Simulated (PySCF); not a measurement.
## EPR calculation, with input and output: C5H9O

System: C5H9O, multiplicity 2, SMILES C=C(C)O[CH]C.
Method: UKS B3LYP, pcH-1 on C H O, non-relativistic, mean-field spin-orbit, GIAO (PySCF 2.14.0).

It belongs to a series of runs on one base structure; here: H removed from sp3 C.

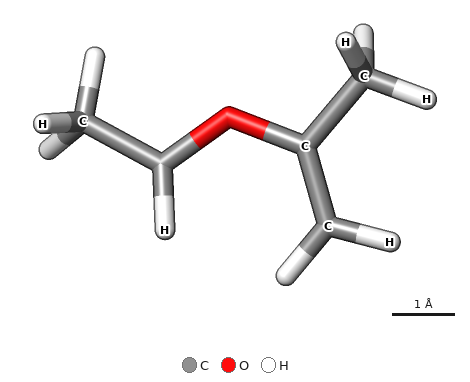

Fig. 1: The structure (stick view, seen at a tilt). Bond lengths as drawn: C–C 1.34 to 1.50 Å, C–H 1.07 to 1.10 Å and C–O 1.35 Å.

Results in brief:

| quantity | value |
| --- | --- |
| outcome | converged |
| total energy | −271.116454 hartree |
| ⟨S²⟩ | 0.755 |
| isotropic g | 2.0029 |
| hardware | 1 CPU thread, shared host |
| wall time | 32 s |
| peak memory | 0.84 GiB |

The input:
```
{"job": {"kind": "epr", "basis": "pcH-1"}, "charge": 0, "multiplicity": 2}
C     -1.453211    -1.328300    -0.252311
C     -1.038357    -0.056507    -0.286129
C     -1.972163     1.110584    -0.440448
O      0.240017     0.375616    -0.188928
C      1.307923    -0.440075    -0.086930
C      2.637679     0.209102    -0.042401
H     -2.497849    -1.554785    -0.340378
H     -0.791157    -2.164241    -0.127740
H     -3.003776     0.775305    -0.443511
H     -1.764074     1.634935    -1.372456
H     -1.824677     1.813810     0.377553
H      1.202049    -1.499980    -0.229867
H      3.269352    -0.256515     0.715646
H      3.165268     0.124615    -0.999431
H      2.518561     1.264425     0.189763
```

The first line tells a small driver script what to run in PySCF; the rest is the geometry in Å.

Run as:
```bash
OMP_NUM_THREADS=1 python <driver script> task.json out
```

Log:
```
UKS, coarse grid
  cycle   1  E = -271.03696792  |g| = 4.28e-01
  cycle   2  E = -270.99406478  |g| = 5.48e-01
  cycle   3  E = -271.11406021  |g| = 7.88e-02
  cycle   4  E = -271.11597924  |g| = 3.16e-02
  cycle   5  E = -271.11637772  |g| = 1.12e-02
  cycle   6  E = -271.11643150  |g| = 4.72e-03
  cycle   7  E = -271.11644466  |g| = 1.33e-03
  cycle   8  E = -271.11644574  |g| = 6.72e-04
UKS, final grid
  cycle   1  E = -271.11645354  |g| = 8.34e-04
  cycle   2  E = -271.11645328  |g| = 1.15e-03
  cycle   3  E = -271.11645388  |g| = 1.06e-04
  cycle   4  E = -271.11645389  |g| = 4.75e-05
  cycle   5  E = -271.11645390  |g| = 4.03e-05
  cycle   6  E = -271.11645390  |g| = 1.23e-05
E = -271.11645390 Eh   <S^2> = 0.7546 (exact 0.7500)
g shifts (ppm)      1          2          3
  rmc          -172       -172       -172
  gc             -5         41         32
  oz_so         -28        682       1464
  total        -204        551       1324
hyperfine (MHz)  atom isotope    a_iso     a_fc   dipolar eigenvalues
    0   13C       6.02       6.02     -7.51     -5.48     12.99
    1   13C      -4.37      -4.37     -2.96     -0.06      3.01
    2   13C      -0.84      -0.84     -0.48     -0.15      0.63
    3   17O     -12.29     -12.29    -42.44     19.92     22.52
    4   13C     100.52     100.52    -78.88    -76.67    155.55
    5   13C     -30.50     -30.50     -2.00     -0.03      2.03
    6    1H      -6.13      -6.13     -4.45     -0.72      5.18
    7    1H      -6.27      -6.27     -2.09     -0.21      2.30
    8    1H      -0.88      -0.88     -0.97     -0.81      1.78
    9    1H       0.25       0.25     -1.54     -1.25      2.79
   10    1H      -0.23      -0.23     -1.53     -1.39      2.92
   11    1H     -59.54     -59.54    -36.27      0.14     36.14
   12    1H      69.19      69.19     -4.80     -4.44      9.24
   13    1H     123.09     123.09     -4.82     -3.14      7.97
   14    1H       8.05       8.05     -4.60     -3.85      8.45
```

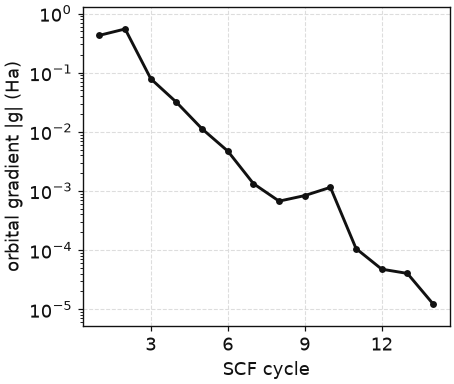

Fig. 2: Convergence of the self-consistent field: orbital gradient |g| against the SCF cycle. All cycles printed in the log are drawn one after another.

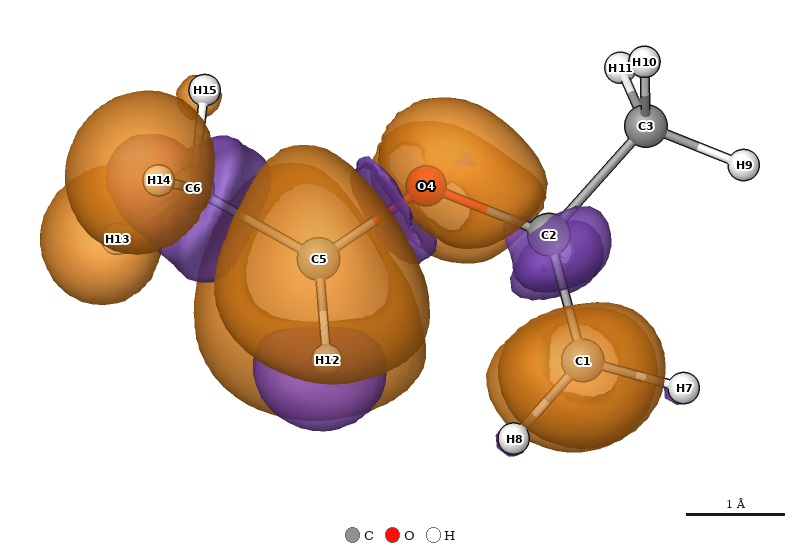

Fig. 3: Isosurfaces of the spin density at +0.005 (orange) and −0.005 e/Å³ (purple), seen face on. The unpaired spin (1 electron) lies mostly on C5 (about 0.6) and O4 (about 0.1), in electrons by Hirshfeld's partition.

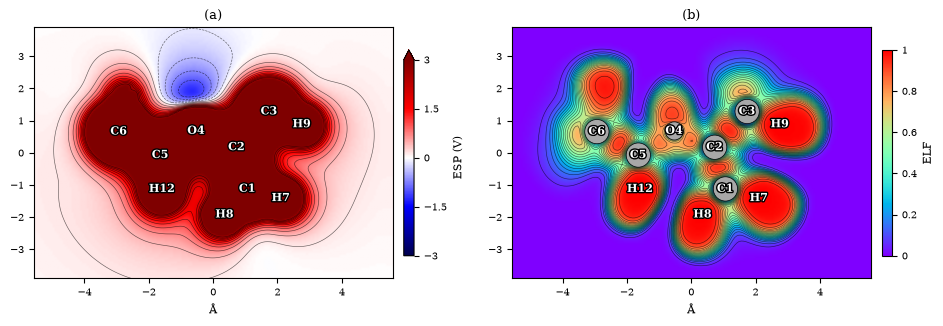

Fig. 4: (a) electrostatic potential; (b) electron localisation function on the plane of atoms O4, C5 and C6. Grey discs, where drawn, cover atomic cores. The section cuts through C, O and H sites. C–C (1.34 Å): the ELF peaks at about 0.95 between the atoms; a multiple bond by its length, whose ELF region spreads away from the axis. C–H (1.07 Å): the ELF climbs to about 1 towards the hydrogen, as it does in any bond to H (a covalent bond by its length). C–C (1.48 Å): the ELF peaks at about 0.95 between the atoms (a covalent bond).

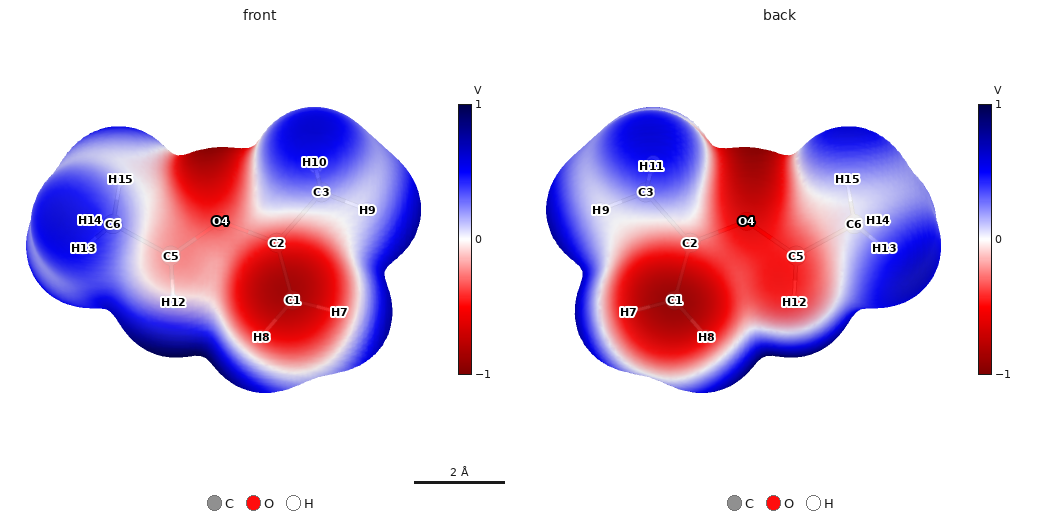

Fig. 5: The molecular electrostatic potential painted on the density surface at 0.002 e/bohr³, seen face on and from behind; red is negative and blue positive.
